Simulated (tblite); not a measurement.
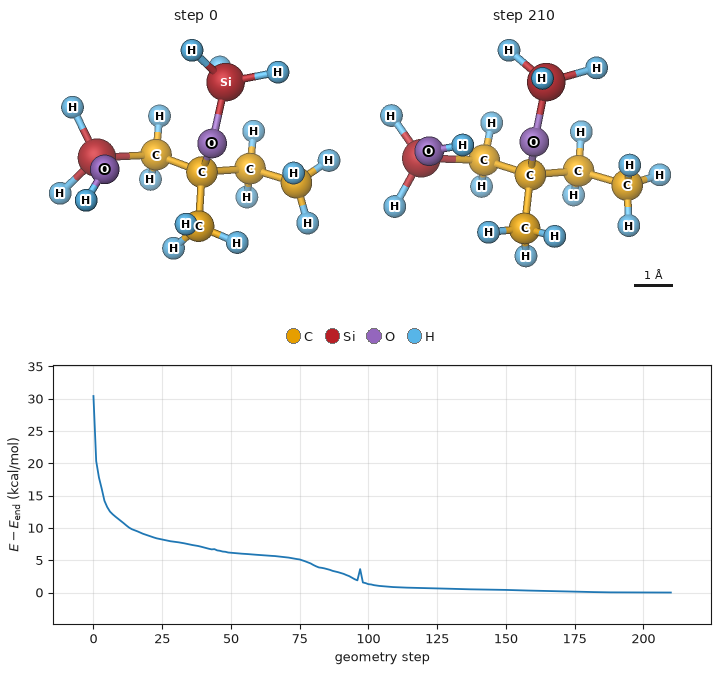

First and last geometry of a relaxation of C5H16O2Si2, with the history of the run. The picture is a ball-and-stick view, seen face on.

Level of theory: tblite 0.8.0, GFN2-xTB geometry optimisation, gas phase. 

**What do the curves and the structures tell?**

It converged. The energy falls by 30.4 kcal/mol in 210 geometry steps. The largest move after the best rigid fit is that of an H atom, 1.95 Å. By element the largest moves are H 1.95 Å, O 0.55 Å, Si 0.42 Å, C 0.20 Å. Among the contacts that change: O–Si 1.708 → 1.620 Å, O–Si 1.686 → 1.615 Å, C–Si 1.846 → 1.914 Å, C–H 1.140 → 1.092 Å. Bond angles that change, for instance: C–O–Si 114.5° → 133.3°, O–Si–H 109.0° → 98.3°, Si–O–H 111.8° → 118.5°. Groups turn about O–Si by about 125°, O–Si by about 55°, C–C by about 40°. The run took 4 s on 1 thread of Arm Neoverse N1, on a shared host.

```
step  E − E(0), kcal/mol
   0                0.00
   1              -10.08
   2              -12.61
   3              -14.34
   4              -16.22
   5              -17.19
   6              -17.89
   7              -18.31
   8              -18.67
   9              -19.01
  10              -19.35
  21              -21.75
  31              -22.65
  42              -23.65
  52              -24.33
  63              -24.70
  73              -25.18
  84              -26.68
  94              -28.12
 105              -29.43
 115              -29.68
 126              -29.80
 136              -29.92
 147              -29.98
 157              -30.11
 168              -30.21
 178              -30.31
 189              -30.40
 199              -30.41
 210              -30.42
```
